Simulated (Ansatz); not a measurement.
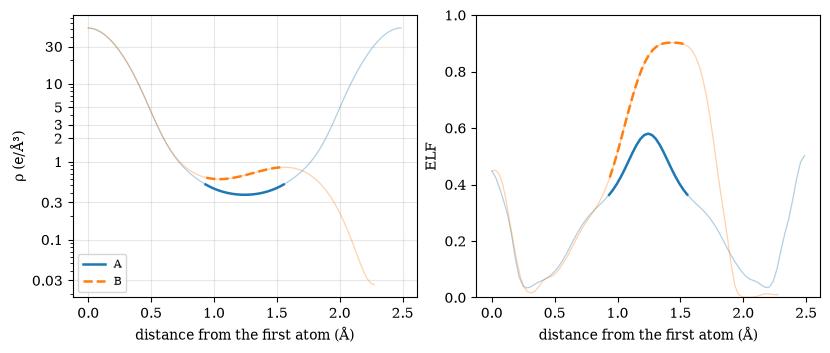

Figure 1: Ga$_{3}$P. Valence charge density (pseudo) and ELF along straight lines between neighbouring atoms. Thin, pale parts lie inside the atomic spheres.

Space group P-4m2; a generated structure, not necessarily the stable one; changed on purpose from its base cell (volume × 0.88, shape and atoms relaxed); computed pressure about 8 GPa in this cell.

Computed with DFT PBE, scalar-relativistic, plane waves, PAW in Ansatz 0.2.0.

In a PAW calculation such maps are meaningful between the atoms, not at the nuclei.

Which curve belongs to which contact (Ga–Ga and Ga–P)? The first atom named is at distance zero.

Curve A: Ga–Ga (2.49 Å): ρ at the midpoint is about 0.38 e/Å³; the ELF reaches about 0.60 near the midpoint. Curve B: Ga–P (2.27 Å): ρ at the midpoint is about 0.62 e/Å³; the ELF peaks at about 0.90 in the valence shell of P, 0.9 Å from its nucleus, and is about 0.75 at the midpoint.
